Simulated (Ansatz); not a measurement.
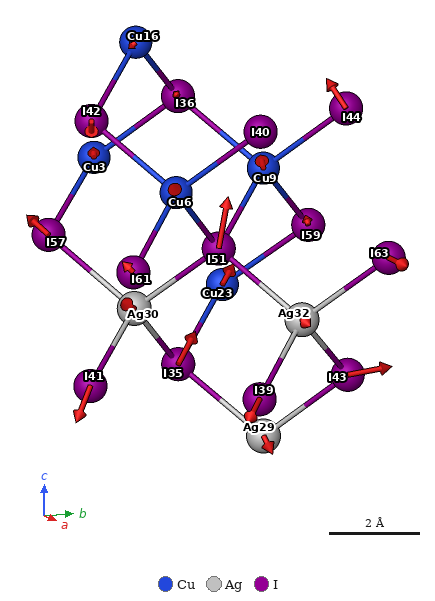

A relaxation of solid Cu$_{26}$Ag$_{6}$I$_{32}$ (a generated structure, set up in P1). The starting structure is drawn; red arrows show the displacements, magnified 5 times.

Style: ball-and-stick. Shown: the atoms within 5.0 Å of the atom that moves most (axes of the cell of the calculation (origin shifted)), slightly off an axis.

These are results of DFT, PBEsol, PAW, plane waves in Ansatz 0.2.0, not measurements. Set-up: plane-wave cutoff 420 eV; k-point mesh 1 × 1 × 1; mesh shifted by (0.25, 0.25, 0.25); no spin polarisation; cell relaxed at fixed shape; force threshold 0.03 eV/Å; at most 80 steps.

Question: Atoms of which element are displaced furthest, and by how much?

Answer: Iodine: up to 0.24 Å, against 0.14 Å for copper.

Question: Describe the change and its energy.

Answer: The energy falls by 34.5 meV per atom in 4 geometry steps. Largest force component: 1.7 eV/Å at the start, 0.018 eV/Å at the end. The pressure goes from 0.45 to 0.00 GPa. I51 moves most relative to the cell: 0.24 Å roughly along +c. Largest moves by element: I 0.24 Å, Cu 0.14 Å, Ag 0.13 Å. The drawn cell changes as follows: a = b = c 12.075 → 12.063 Å (−0.1 %); the volume changes by −0.3 %. Some distances before and after: Ag30–I35 2.582 → 2.777 Å, Ag32–I51 2.576 → 2.753 Å, Ag29–I35 2.605 → 2.777 Å, Ag32–I39 2.599 → 2.750 Å. Bond angles that change, for instance: Cu6–I51–Cu9 108.0° → 117.1°, I42–Cu6–I51 109.8° → 102.6°, Ag30–I51–Ag32 110.2° → 103.1°. The space group (tolerance 0.01 Å) goes from P1 (No. 1) to Cm (No. 8). The run took 7.4 s on 1 × NVIDIA GB200 with 8 threads of Arm Neoverse-V2, peak memory 2.2 GiB.
